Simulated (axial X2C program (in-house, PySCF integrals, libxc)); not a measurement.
# All-electron X2C curves of TeCr⁺

What are the state, bond length, wavenumber and bond energy of TeCr⁺, and what does spin–orbit coupling change?

Computed with an in-house X2C program for linear molecules on PySCF integrals. Level: all-electron X2C, Te dyall-cv3z, Cr dyall-cv3z.

All values are calculated.

**1. Set-up**

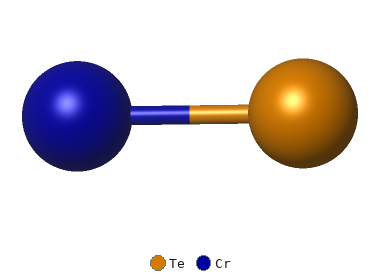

The two atoms at 2.390 Å (tellurium orange, chromium blue).

The input, task.json:

```json
{
 "zs": [
  52,
  24
 ],
 "q": 1,
 "bas": [
  "dyall-cv3z",
  "dyall-cv3z"
 ],
 "levels": [
  "PBE0",
  "HF",
  "PBE50"
 ],
 "cc": true,
 "r0": 2.39,
 "thr": -1.0,
 "nmax": 90,
 "npts": 10,
 "nst": 2,
 "ntry": 6
}
```

Keys: zs atomic numbers; q charge; bas basis sets; levels methods (HF also brings MP2); cc coupled cluster on or off; r0 starting distance in Å; thr threshold in hartree for freezing inner shells (an s shell follows its p shell); nmax most natural virtual spinors; npts points asked for on the curve; nst determinants followed; ntry starts of the search.

Run with:

```
$ python so2c.py task.json out
```

Spin-free means the one-electron spin-free X2C Hamiltonian; two-component (2c) means X2C with spin–orbit coupling and atomic mean-field two-electron Coulomb and Gaunt terms. Basis: Te dyall-cv3z contracted to [11s12p8d4f1g], Cr dyall-cv3z contracted to [9s10p6d3f2g]; Gaussian nuclei, density fitting. Masses: Te 129.906 u, Cr 51.941 u.

Notation: σ, π±, δ± give the projection m of an orbital's angular momentum (0, ±1, ±2), α and β its spin, Λ and M_S the sums; ω is the projection of a spinor's total angular momentum and Ω the sum. Logs are in hartree.

The results follow Hamiltonian by Hamiltonian and level by level.

**2. State search with PBE0**

PBE0 moves the distance from 2.390 Å to 2.530 Å and compares determinants there.

Spin-free determinants:

```
ΔE (eV)             state                                            open shells
   0.00  M_S = 3/2, Λ = 0                     beyond closed shells: σα, δ+α, δ-α
   0.97  M_S = 7/2, Λ = 0   beyond closed shells: σα, 2 × π+α, 2 × π-α, δ+α, δ-α
   0.98  M_S = 3/2, Λ = 1                    beyond closed shells: π+α, δ+α, δ-α
   1.01  M_S = 5/2, Λ = 2  beyond closed shells: σα, 2 × π+α, π+β, π-α, δ+α, δ-α
   1.01  M_S = 5/2, Λ = 0  beyond closed shells: σα, π+α, π+β, 2 × π-α, δ+α, δ-α
   1.70  M_S = 5/2, Λ = 1            beyond closed shells: 2 × σα, π+α, δ+α, δ-α
   1.76  M_S = 3/2, Λ = 2  beyond closed shells: σα, 2 × π+α, π+β, π-β, δ+α, δ-α
```

Two-component determinants:

| ΔE (eV) | state | open shells |
| --- | --- | --- |
| 0.00 | Ω = 3/2 | excess of +ω over −ω: ω = 1/2, ω = -3/2, ω = 5/2 |
| 0.65 | Ω = 5/2 | excess of +ω over −ω: ω = 5/2 |
| 0.75 | Ω = 1/2 | excess of +ω over −ω: ω = -1/2, ω = -3/2, ω = 5/2 |
| 0.90 | Ω = 7/2 | excess of +ω over −ω: ω = -1/2, ω = 3/2, ω = 5/2 |
| 0.90 | Ω = 9/2 | excess of +ω over −ω: ω = 1/2, ω = 3/2, ω = 5/2 |
| 1.18 | Ω = 5/2 | excess of +ω over −ω: ω = 5/2 |
| 1.54 | Ω = 1/2 | excess of +ω over −ω: 2 × ω = 3/2, ω = -5/2 |

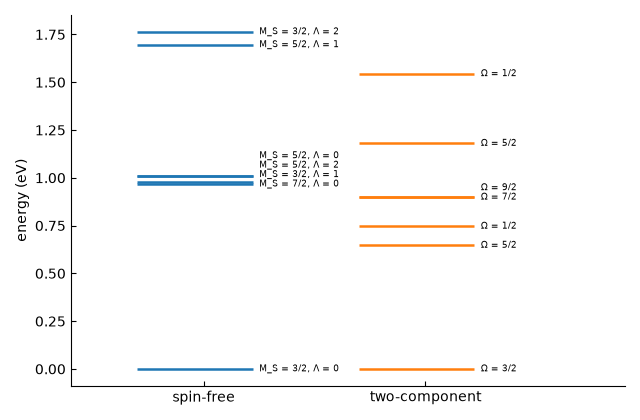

The determinants found, each set from its own lowest.

**3. PBE0, spin-free**

State followed: M_S = 3/2, Λ = 0 (beyond closed shells: σα, δ+α, δ-α). The scan is laid around 2.530 Å, a first estimate of the minimum, and this SCF restarts from the orbitals of the search.

The SCF at the reference distance of 2.530 Å:

```text
spin-free X2C-1e  PBE0
basis functions 232  fitting functions 1239  grid points 5802
iter        total energy     max residual
   1      -7843.858546902     3.62e-05
   2      -7843.858546918     2.95e-05
   3      -7843.858546919     3.96e-05
   4      -7843.858546929     1.97e-05
   5      -7843.858546933     4.46e-06
converged
one-electron -11273.17090958  Coulomb 3394.42612445  exact exchange -55.66527157  xc functional -170.48135950  nuclear repulsion 261.03286926
```

Along the bond, energies from the lowest point:

| R (Å) | E (eV) | μ (D) | HOMO (eV) | LUMO (eV) | iterations |
| --- | --- | --- | --- | --- | --- |
| 2.302 | 0.2283 | 5.95 | -12.28 | -9.14 | 19 |
| 2.378 | 0.0828 | 6.03 | -12.22 | -9.12 | 15 |
| 2.454 | 0.0134 | 6.09 | -12.15 | -9.11 | 14 |
| 2.530 | 0.0000 | 6.13 | -12.06 | -9.09 | 5 |
| 2.619 | 0.0341 | 6.18 | -11.96 | -9.06 | 13 |
| 2.707 | 0.1045 | 6.23 | -11.85 | -9.03 | 12 |
| 2.821 | 0.2262 | 6.29 | -11.71 | -8.99 | 13 |

Dipoles are positive if Cr is the positive end and refer to the centre of mass.

Outer orbitals at the reference distance:

| symmetry | occupied | ε (eV) | atomic character |
| --- | --- | --- | --- |
| σβ | yes | -23.02 | 81% Te s, 8% Cr p, 6% Cr d |
| σα | yes | -21.27 | 78% Te s, 9% Cr p, 7% Cr d |
| σα | yes | -13.64 | 55% Cr d, 36% Te p, 4% Te s |
| σβ | yes | -13.18 | 80% Te p, 9% Cr s, 5% Cr d |
| π+β | yes | -13.04 | 91% Te p, 6% Cr d, 3% Cr p |
| π-β | yes | -13.04 | 91% Te p, 6% Cr d, 3% Cr p |
| δ-α | yes | -12.86 | 100% Cr d |
| δ+α | yes | -12.86 | 100% Cr d |
| π-α | yes | -12.75 | 86% Cr d, 12% Te p |
| π+α | yes | -12.75 | 86% Cr d, 12% Te p |
| σα | yes | -12.06 | 36% Cr d, 33% Te p, 27% Cr s |
| π-α | no | -9.09 | 76% Te p, 16% Cr d, 8% Cr p |
| π+α | no | -9.09 | 76% Te p, 16% Cr d, 8% Cr p |
| σα | no | -7.52 | 48% Cr s, 32% Cr p, 13% Te p |
| σβ | no | -6.49 | 72% Cr s, 13% Cr p, 8% Cr d |

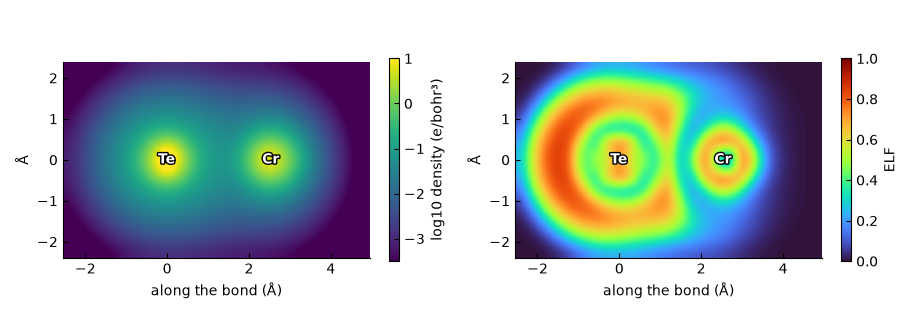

PBE0 fields in a plane through the axis, from a grid of 0.3 Å; Te lies at z = 0 and Cr at z = 2.530 Å; the ELF is damped to zero where the density is low.

Re = 2.514 Å, ωe = 233.6 cm⁻¹, ωexe = 0.974 cm⁻¹, Be = 0.0719 cm⁻¹, De = 2.14 eV, μ = 6.13 D. ⟨S²⟩ = 5.29 against 3.75 for a pure state, so this determinant mixes spins.

**4. HF, spin-free**

The SCF at the reference distance of 2.530 Å:

```text
spin-free X2C-1e  HF
basis functions 232  fitting functions 1239  grid points 5802
iter        total energy     max residual
   1      -7840.373002138     3.44e-01
   2      -7840.416889956     1.48e-02
   3      -7840.423598801     5.34e-02
   4      -7840.425681117     1.79e-02
   5      -7840.426236353     3.72e-03
   6      -7840.426361495     3.93e-03
   7      -7840.426387443     9.36e-04
   8      -7840.426393745     4.27e-04
   9      -7840.426395683     4.29e-04
  10      -7840.426396627     1.17e-04
  11      -7840.426396863     3.93e-05
  12      -7840.426396930     4.29e-05
  13      -7840.426396943     1.37e-05
  14      -7840.426396945     2.72e-06
converged
one-electron -11273.44881195  Coulomb 3394.91167517  exact exchange -222.92212943  xc functional 0.00000000  nuclear repulsion 261.03286926
```

No constants are quoted: the lowest point is the long end of the scan.

**5. PBE50, spin-free**

The SCF at the reference distance of 2.530 Å:

```text
spin-free X2C-1e  PBE50
basis functions 232  fitting functions 1239  grid points 5802
iter        total energy     max residual
   1      -7843.949686637     1.18e-01
   2      -7843.955227032     9.99e-03
   3      -7843.956389463     1.88e-02
   4      -7843.956816270     5.01e-03
   5      -7843.956868178     7.91e-04
   6      -7843.956874720     7.01e-04
   7      -7843.956876121     1.05e-04
   8      -7843.956876284     7.17e-05
   9      -7843.956876339     4.68e-05
  10      -7843.956876350     9.44e-06
  11      -7843.956876352     5.74e-06
converged
one-electron -11274.00325004  Coulomb 3395.35436827  exact exchange -111.39505772  xc functional -114.94580612  nuclear repulsion 261.03286926
```

Re = 2.579 Å, ωe = 202.8 cm⁻¹, ωexe = 1.1 cm⁻¹, Be = 0.06829 cm⁻¹, De = 1.67 eV, μ = 6.12 D. ⟨S²⟩ = 5.52 against 3.75 for a pure state, so this determinant mixes spins.

**6. Correlated methods, spin-free**

Correlated methods: 11 electrons correlated (frozen shells, counted by type: Te 4 s, 3 p, 2 d; Cr 3 s, 2 p), 313 virtual spinors in MP2, 90 natural virtuals in coupled cluster.

Output of the correlated part at 2.530 Å:

```text
correlated 11  virtual 313  natural virtual 90  E(MP2) -0.191676186  MP2 remainder -0.008313436
iter   CCSD correlation   residual
   1     -0.198765605   1.10e-01
   2     -0.204496908   5.53e-02
   3     -0.207092788   3.53e-02
   4     -0.208260932   2.40e-02
   5     -0.209058495   1.26e-02
   6     -0.209209730   5.47e-03
   7     -0.209227933   2.58e-03
   8     -0.209262113   1.40e-03
   9     -0.209259654   6.68e-04
  10     -0.209266550   3.14e-04
  11     -0.209264557   1.65e-04
  12     -0.209265472   9.47e-05
  13     -0.209265153   5.10e-05
  14     -0.209264614   2.82e-05
  15     -0.209264167   1.62e-05
  16     -0.209263810   8.39e-06
  17     -0.209263605   4.81e-06
  18     -0.209263483   2.91e-06
  19     -0.209263386   1.68e-06
  20     -0.209263388   9.06e-07
(T) -0.008749734  T1 0.0620  D1 0.1342  max T2 0.059
```

T1 in the output is the amplitude norm over the root of the electron number; divide by √2 for the Lee–Taylor value.

MP2: No constants are quoted: the reference is strongly spin-contaminated.

CCSD: Re = 2.605 Å, ωe = 184.4 cm⁻¹, Be = 0.06696 cm⁻¹, De = 1.48 eV. T1 at Re = 0.039 (Lee–Taylor, the printed value over √2).

CCSD(T): Re = 2.560 Å, ωe = 200.8 cm⁻¹, ωexe = 1.51 cm⁻¹, Be = 0.06932 cm⁻¹, De = 1.58 eV. T1 at Re = 0.042 (Lee–Taylor, the printed value over √2).

**7. A higher determinant, spin-free**

State: M_S = 7/2, Λ = 0 (beyond closed shells: σα, 2 × π+α, 2 × π-α, δ+α, δ-α).

Output at the reference distance:

```text
spin-free X2C-1e  PBE0
basis functions 232  fitting functions 1239  grid points 5802
iter        total energy     max residual
   1      -7843.823010671     5.85e-05
   2      -7843.823010710     3.41e-05
   3      -7843.823010723     2.70e-05
   4      -7843.823010731     1.18e-05
converged
one-electron -11273.21846789  Coulomb 3394.58532488  exact exchange -55.69449649  xc functional -170.52824049  nuclear repulsion 261.03286926
```

| R (Å) | E above the lowest PBE0 point (eV) |
| --- | --- |
| 2.302 | 1.826 |
| 2.378 | 1.437 |
| 2.454 | 1.159 |
| 2.530 | 0.967 |
| 2.619 | 0.825 |
| 2.707 | 0.749 |
| 2.821 | 0.719 |

No constants are quoted: the lowest point is the long end of the scan.

**8. The spin-free curves together**

Energy (eV) of the followed determinant, spin-free, from each level's lowest point:

| R (Å) | PBE0 | HF | MP2 (spin-contaminated) | CCSD | CCSD(T) | PBE50 |
| --- | --- | --- | --- | --- | --- | --- |
| 2.302 | 0.228 | 1.016 | 0.438 | 0.355 | 0.286 | 0.335 |
| 2.378 | 0.083 | 0.685 | 0.234 | 0.173 | 0.122 | 0.153 |
| 2.454 | 0.013 | 0.443 | 0.107 | 0.067 | 0.034 | 0.050 |
| 2.530 | 0.000 | 0.270 | 0.035 | 0.014 | 0.000 | 0.003 |
| 2.619 | 0.034 | 0.134 | 0.000 | 0.000 | 0.006 | 0.000 |
| 2.707 | 0.104 | 0.051 | 0.003 | 0.020 | 0.043 | 0.034 |
| 2.821 | 0.226 | 0.000 | 0.042 | 0.075 | 0.115 | 0.110 |

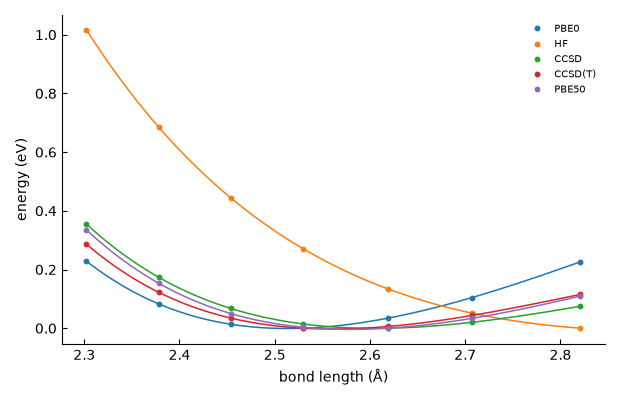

Curves of the followed state, spin-free, each from its own lowest point. Left out: MP2.

**9. PBE0, 2c**

State followed: Ω = 3/2 (excess of +ω over −ω: ω = 1/2, ω = -3/2, ω = 5/2). The scan is laid around 2.530 Å, a first estimate of the minimum, and this SCF restarts from the orbitals of the search.

The SCF at the reference distance of 2.530 Å:

```text
two-component X2C + atomic mean field  PBE0
basis functions 232  fitting functions 1239  grid points 5802
iter        total energy     max residual
   1      -7840.754383329     4.95e-05
   2      -7840.754383332     3.53e-05
   3      -7840.754383335     3.93e-05
   4      -7840.754383340     6.71e-06
converged
one-electron -11264.22609094  Coulomb 3392.77452766  exact exchange -55.63553335  xc functional -170.39443756  nuclear repulsion 261.03286926  atomic mean-field constant -4.30571842
```

Along the bond, energies from the lowest point:

| R (Å) | E (eV) | μ (D) | HOMO (eV) | LUMO (eV) | iterations |
| --- | --- | --- | --- | --- | --- |
| 2.302 | 0.2356 | 5.92 | -12.25 | -9.28 | 18 |
| 2.378 | 0.0879 | 6.00 | -12.19 | -9.27 | 16 |
| 2.454 | 0.0161 | 6.07 | -12.12 | -9.26 | 13 |
| 2.530 | 0.0000 | 6.12 | -12.05 | -9.25 | 4 |
| 2.619 | 0.0308 | 6.18 | -11.95 | -9.23 | 15 |
| 2.707 | 0.0977 | 6.23 | -11.85 | -9.21 | 12 |
| 2.821 | 0.2147 | 6.30 | -11.71 | -9.17 | 13 |

Dipoles are positive if Cr is the positive end and refer to the centre of mass.

Outer spinors at the reference distance:

```csv
ω,occupied,ε (eV),atomic character,λ mixture
-1/2,yes,-22.96,"81% Te s, 8% Cr p, 6% Cr d",100% σ
1/2,yes,-21.29,"78% Te s, 9% Cr p, 7% Cr d",100% σ
1/2,yes,-13.79,"52% Te p, 40% Cr d, 4% Te s","80% σ, 20% π"
-1/2,yes,-13.28,"78% Te p, 8% Cr d, 7% Cr s","88% σ, 12% π"
1/2,yes,-13.20,"72% Te p, 24% Cr d, 2% Cr p","76% π, 24% σ"
-3/2,yes,-12.90,100% Cr d,100% δ
5/2,yes,-12.85,100% Cr d,100% δ
3/2,yes,-12.82,"89% Cr d, 9% Te p",100% π
-3/2,yes,-12.72,"90% Te p, 6% Cr d, 3% Cr p",100% π
-1/2,yes,-12.70,"80% Cr d, 17% Te p","92% π, 8% σ"
1/2,yes,-12.05,"36% Te p, 34% Cr d, 28% Cr s","97% σ, 3% π"
-1/2,no,-9.25,"73% Te p, 19% Cr d, 7% Cr p","97% π, 3% σ"
3/2,no,-8.88,"77% Te p, 13% Cr d, 10% Cr p",100% π
1/2,no,-7.52,"48% Cr s, 32% Cr p, 13% Te p",100% σ
-1/2,no,-6.49,"71% Cr s, 13% Cr p, 8% Cr d",100% σ
```

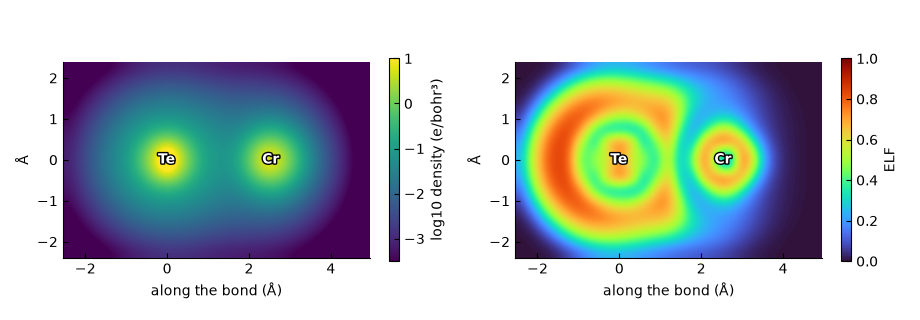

PBE0 fields in a plane through the axis, from a grid of 0.3 Å; Te lies at z = 0 and Cr at z = 2.530 Å; the ELF is damped to zero where the density is low.

Re = 2.519 Å, ωe = 230.6 cm⁻¹, ωexe = 0.994 cm⁻¹, Be = 0.07162 cm⁻¹, De = 1.92 eV, μ = 6.11 D.

**10. HF, 2c**

The SCF at the reference distance of 2.530 Å:

```text
two-component X2C + atomic mean field  HF
basis functions 232  fitting functions 1239  grid points 5802
iter        total energy     max residual
   1      -7837.266545822     3.98e-01
   2      -7837.310232686     1.49e-02
   3      -7837.317128417     6.14e-02
   4      -7837.319370375     2.25e-02
   5      -7837.320135479     5.24e-03
   6      -7837.320392737     7.43e-03
   7      -7837.320480110     2.75e-03
   8      -7837.320525817     1.10e-03
   9      -7837.320550659     2.17e-03
  10      -7837.320564619     1.15e-03
  11      -7837.320569459     2.14e-04
  12      -7837.320571176     3.16e-04
  13      -7837.320571792     2.30e-04
  14      -7837.320572006     4.71e-05
  15      -7837.320572078     4.09e-05
  16      -7837.320572105     4.42e-05
  17      -7837.320572115     1.52e-05
  18      -7837.320572118     4.95e-06
  19      -7837.320572119     7.85e-06
  20      -7837.320572119     3.89e-06
  21      -7837.320572119     1.26e-06
converged
one-electron -11264.52786485  Coulomb 3393.28387118  exact exchange -222.80372929  xc functional 0.00000000  nuclear repulsion 261.03286926  atomic mean-field constant -4.30571842
```

No constants are quoted: the lowest point is the long end of the scan.

**11. PBE50, 2c**

The SCF at the reference distance of 2.530 Å:

```text
two-component X2C + atomic mean field  PBE50
basis functions 232  fitting functions 1239  grid points 5802
iter        total energy     max residual
   1      -7840.844722256     1.36e-01
   2      -7840.850301080     9.71e-03
   3      -7840.851429663     2.10e-02
   4      -7840.851878441     6.19e-03
   5      -7840.851955994     1.23e-03
   6      -7840.851975059     1.57e-03
   7      -7840.851983536     4.99e-04
   8      -7840.851986471     1.89e-04
   9      -7840.851987125     2.07e-04
  10      -7840.851987202     3.07e-05
  11      -7840.851987216     1.90e-05
  12      -7840.851987218     6.37e-06
converged
one-electron -11265.07033198  Coulomb 3393.71499545  exact exchange -111.33591737  xc functional -114.88788415  nuclear repulsion 261.03286926  atomic mean-field constant -4.30571842
```

Re = 2.586 Å, ωe = 198.4 cm⁻¹, ωexe = 1.13 cm⁻¹, Be = 0.06791 cm⁻¹, De = 1.46 eV, μ = 6.11 D.

**12. MP2 and beyond, 2c**

Correlated methods: 11 electrons correlated (frozen shells, counted by type: Te 4 s, 3 p, 2 d; Cr 3 s, 2 p), 315 virtual spinors in MP2, 90 natural virtuals in coupled cluster.

Output of the correlated part at 2.530 Å:

```text
correlated 11  virtual 315  natural virtual 90  E(MP2) -0.189639121  MP2 remainder -0.008055593
iter   CCSD correlation   residual
   1     -0.197268762   1.10e-01
   2     -0.203152809   5.43e-02
   3     -0.205654261   3.44e-02
   4     -0.206767002   2.34e-02
   5     -0.207527444   1.27e-02
   6     -0.207695035   5.91e-03
   7     -0.207724921   3.00e-03
   8     -0.207769820   1.72e-03
   9     -0.207770930   8.96e-04
  10     -0.207781010   5.06e-04
  11     -0.207778457   3.06e-04
  12     -0.207780398   1.93e-04
  13     -0.207780167   1.12e-04
  14     -0.207779524   6.39e-05
  15     -0.207779032   3.78e-05
  16     -0.207778479   2.07e-05
  17     -0.207778209   1.18e-05
  18     -0.207778068   7.04e-06
  19     -0.207777963   4.22e-06
  20     -0.207777976   2.62e-06
(T) -0.008464912  T1 0.0621  D1 0.1511  max T2 0.058
```

MP2: No constants are quoted: the reference is strongly spin-contaminated.

CCSD: Re = 2.613 Å, ωe = 178.8 cm⁻¹, Be = 0.06655 cm⁻¹, De = 1.24 eV. T1 at Re = 0.039 (Lee–Taylor, the printed value over √2).

CCSD(T): Re = 2.568 Å, ωe = 195.3 cm⁻¹, Be = 0.06889 cm⁻¹, De = 1.33 eV. T1 at Re = 0.042 (Lee–Taylor, the printed value over √2).

**13. A higher determinant, 2c**

State: Ω = 5/2 (excess of +ω over −ω: ω = 5/2).

Output at the reference distance:

```text
two-component X2C + atomic mean field  PBE0
basis functions 232  fitting functions 1239  grid points 5802
iter        total energy     max residual
   1      -7840.730624490     3.68e-05
   2      -7840.730624491     3.26e-05
   3      -7840.730624503     1.86e-05
   4      -7840.730624505     4.31e-06
converged
one-electron -11264.19880049  Coulomb 3392.73796144  exact exchange -55.62594933  xc functional -170.37098696  nuclear repulsion 261.03286926  atomic mean-field constant -4.30571842
```

| R (Å) | E above the lowest PBE0 point (eV) |
| --- | --- |
| 2.302 | 1.086 |
| 2.378 | 0.851 |
| 2.454 | 0.713 |
| 2.530 | 0.647 |
| 2.619 | 0.636 |
| 2.707 | 0.677 |
| 2.821 | 0.776 |

Re = 2.588 Å, ωe = 231.5 cm⁻¹, ωexe = 0.949 cm⁻¹, Be = 0.06783 cm⁻¹, μ = 6.61 D. Te = 0.63 eV.

**14. The 2c curves together**

Energy (eV) of the followed determinant, 2c, from each level's lowest point:

| R (Å) | PBE0 | HF | MP2 (spin-contaminated) | CCSD | CCSD(T) | PBE50 |
| --- | --- | --- | --- | --- | --- | --- |
| 2.302 | 0.236 | 1.024 | 0.459 | 0.368 | 0.298 | 0.345 |
| 2.378 | 0.088 | 0.693 | 0.250 | 0.185 | 0.133 | 0.161 |
| 2.454 | 0.016 | 0.451 | 0.118 | 0.074 | 0.040 | 0.056 |
| 2.530 | 0.000 | 0.277 | 0.041 | 0.017 | 0.000 | 0.007 |
| 2.619 | 0.031 | 0.140 | 0.002 | 0.000 | 0.003 | 0.000 |
| 2.707 | 0.098 | 0.054 | 0.000 | 0.016 | 0.034 | 0.030 |
| 2.821 | 0.215 | 0.000 | 0.034 | 0.062 | 0.096 | 0.100 |

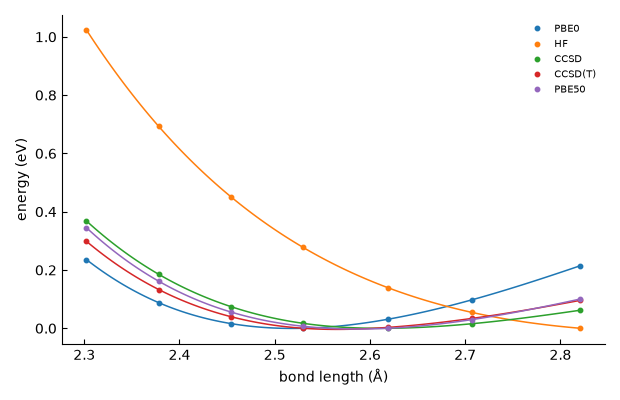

Curves of the followed state, 2c, each from its own lowest point. Left out: MP2.

The whole job took 4.8 min on 1 thread of Arm Neoverse V1, shared host; peak memory 0.78 GiB.

**15. Constants**

Lowest determinant that the search found at its distance, spin-free: M_S = 3/2, Λ = 0 (beyond closed shells: σα, δ+α, δ-α).

Lowest determinant that the search found at its distance, 2c: Ω = 3/2 (excess of +ω over −ω: ω = 1/2, ω = -3/2, ω = 5/2).

```
Hamiltonian    level  Re (Å)  ωe (cm⁻¹)  De (eV)  μ (D)
  spin-free     PBE0   2.514      233.6     2.14   6.13
  spin-free     CCSD   2.605      184.4     1.48    n/a
  spin-free  CCSD(T)   2.560      200.8     1.58    n/a
  spin-free    PBE50   2.579      202.8     1.67   6.12
         2c     PBE0   2.519      230.6     1.92   6.11
         2c     CCSD   2.613      178.8     1.24    n/a
         2c  CCSD(T)   2.568      195.3     1.33    n/a
         2c    PBE50   2.586      198.4     1.46   6.11
```

Dipoles are positive if Cr is the positive end and refer to the centre of mass. No constants: spin-free HF (the lowest point is the long end of the scan); spin-free MP2 (the reference is strongly spin-contaminated); 2c HF (the lowest point is the long end of the scan); 2c MP2 (the reference is strongly spin-contaminated). Spin-free ⟨S²⟩ is off its pure value at PBE0 5.29, PBE50 5.52.

Time per point (s) on 1 thread of Arm Neoverse V1, shared host (2c runs; CCSD comes with the CCSD(T) run); the times are rough: PBE0 1.6, CCSD(T) 7.4, PBE50 1.7.

At CCSD(T), going from spin-free to two-component changes Re by +8 mÅ, ωe by -2.7 %, which is small (part of it comes from the scalar share of the two-electron terms). De moves by -0.26 eV; both De rest on single-determinant atoms, which can miss part of an open shell's spin–orbit lowering.

De refers to Te + Cr+, each in the lowest determinant found, which need not be this curve's own limit. The state is a single determinant with fixed occupations, the lowest that a limited PBE0 search found. De is counted from the lowest determinant-based energies of the atoms at the same level, without counterpoise correction. Density functionals use the spin component along the axis (collinear). Coupled cluster ran in a truncated set of natural virtual spinors; the MP2 energy of the rest was added. With several unpaired electrons one determinant need not be a pure state. The spin-free determinant is spin-contaminated at some levels. With the outer-core shells frozen, correlated bond lengths of heavy atoms tend to come out a few hundredths of an ångström too long. T1 at Re is 0.042 (Lee–Taylor), above the customary mark of 0.02.
